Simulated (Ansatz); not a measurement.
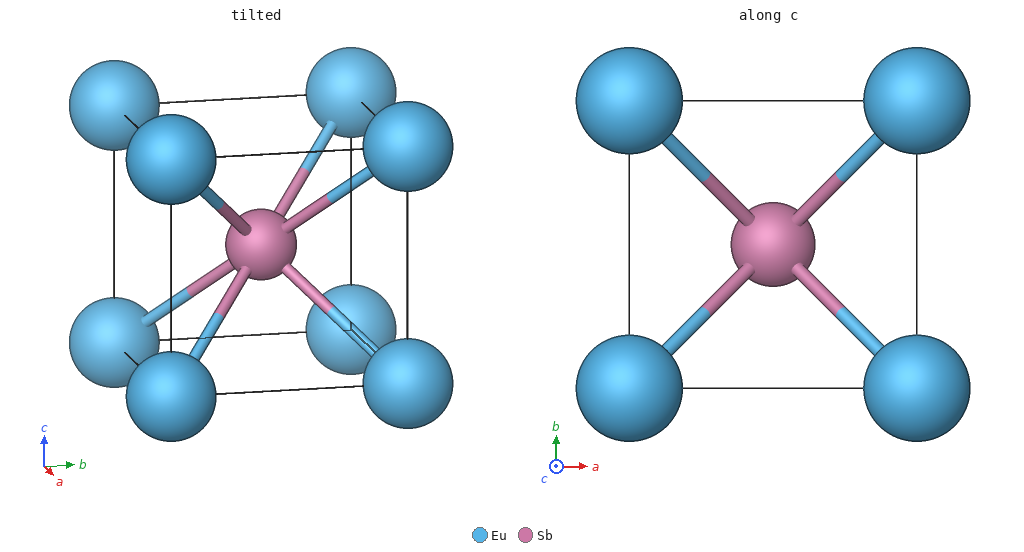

Ball-and-stick representation of a periodic structure, projected slightly off an axis and along the c axis. Lines trace the edges of the conventional unit cell.

EuSb, caesium chloride (CsCl, B2) type, space group Pm-3m (No. 221), a = 3.934 Å, b = 3.934 Å, c = 3.934 Å, α = 90.00°, β = 90.00°, γ = 90.00°. The structure comes from a structure type filled with these elements by a generator (whether the compound takes this form wasn't checked). Earlier steps of the study may have refined or changed the cell and positions. It was run through Ansatz as a DFT input.

This one geometry was computed with Ansatz (DFT, plane waves, PAW) at four levels of theory: LDA, PBE, PBEsol and r2SCAN.

> Which level gives the highest pressure at this volume, and what does that say about its equilibrium volume?

Highest: PBE (0.0 GPa) and r2SCAN (0.0 GPa), which points to the largest equilibrium volume. Lowest, with the smallest volume: LDA (-4.3 GPa). Levels within 0.5 GPa of each other can't be told apart.

> How does the band gap change with the level of theory?

All levels give a metal.

> Collect the results in a table.

| level | cutoff (eV) | k-mesh of the run's cell | gap (eV) | pressure (GPa) | absolute moment (μB/atom) |
| --- | --- | --- | --- | --- | --- |
| LDA | 420 | 10×10×5 | metal | -4.3 | 3.52 |
| PBE | 420 | 10×10×5 | metal | 0.0 | 3.54 |
| PBEsol | 420 | 10×10×5 | metal | -2.6 | 3.54 |
| r2SCAN | 500 | 10×10×5 | metal | 0.0 | 3.58 |

Gaps are taken on the k-mesh or band path of each run.
